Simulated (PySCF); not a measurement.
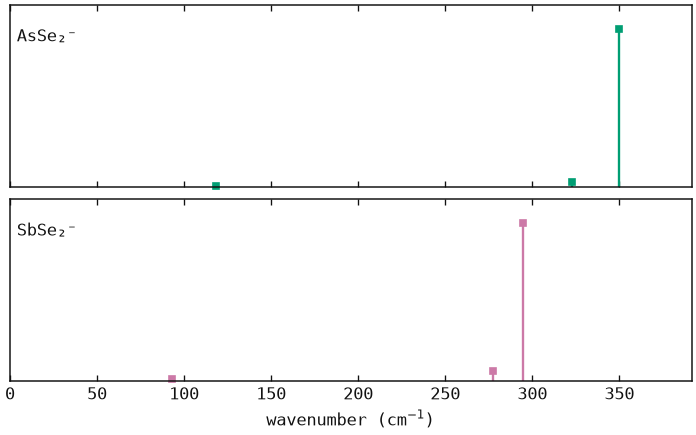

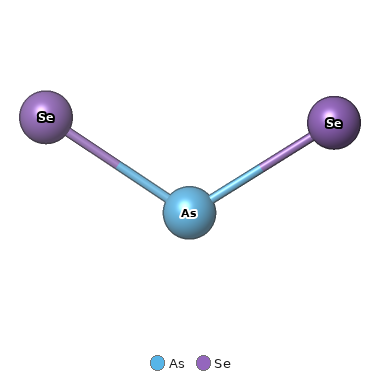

Harmonic infrared lines of AsSe₂⁻ and SbSe₂⁻, all C2v singlets, each the lowest point that its search found (AsSe₂⁻ is drawn); the central atom changes down one group of the periodic table. PBE0/def2-SVPD (core potentials past Kr), PySCF 2.14.0, unscaled, no spin-orbit coupling; each panel is scaled to its strongest line, degenerate modes are one line with their intensities summed, and dots on the axis are modes too weak to show or inactive.

### How do the bond length and the stretches change along the series?

Mean bond length: AsSe₂⁻ 2.250, SbSe₂⁻ 2.436 Å, rising down the group. Highest b2 mode: AsSe₂⁻ 350, SbSe₂⁻ 295 cm⁻¹, falling down the group.

Limits of at least one run: double-zeta basis on some or all atoms; no scalar relativity.
